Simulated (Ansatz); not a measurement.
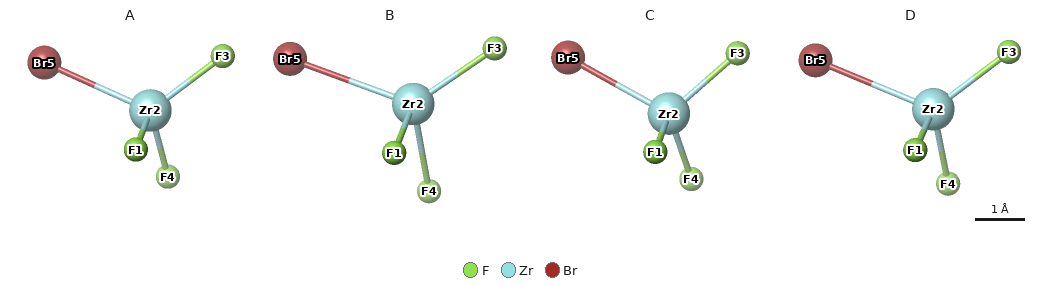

4 geometries from one relaxation of ZrBrF3 (coarse preliminary run), in shuffled order. The picture is a ball-and-stick view, seen at a tilt.

The start comes from a force field.

These are results of Ansatz, RKS PBE-D4/def2-SVP, not measurements. (force threshold 0.03 eV/Å; at most 200 steps)

Order the frames from highest to lowest energy.

Answer. B, D, A, C. They are steps 0, 1, 2, 5, at +272.3 kJ/mol, +70.3 kJ/mol, +16.1 kJ/mol relative to the last. The largest move after the best rigid fit is that of F3, 0.41 Å. By element the largest moves are F 0.41 Å, Br 0.38 Å, Zr 0.22 Å. Near-neighbour distances that change, for instance: Zr2–F4 2.322 → 1.902 Å, Zr2–Br5 2.847 → 2.507 Å, F1–Zr2 2.081 → 1.902 Å, Zr2–F3 2.071 → 1.902 Å. Bond angles that change, for instance: F3–Zr2–Br5 126.4° → 109.9°, F1–Zr2–F4 99.7° → 109.1°, F4–Zr2–Br5 101.7° → 109.8°. Over 5 geometry steps the energy falls by 272.3 kJ/mol. Largest force component: 3.1 eV/Å at the start, 0.0053 eV/Å at the end.
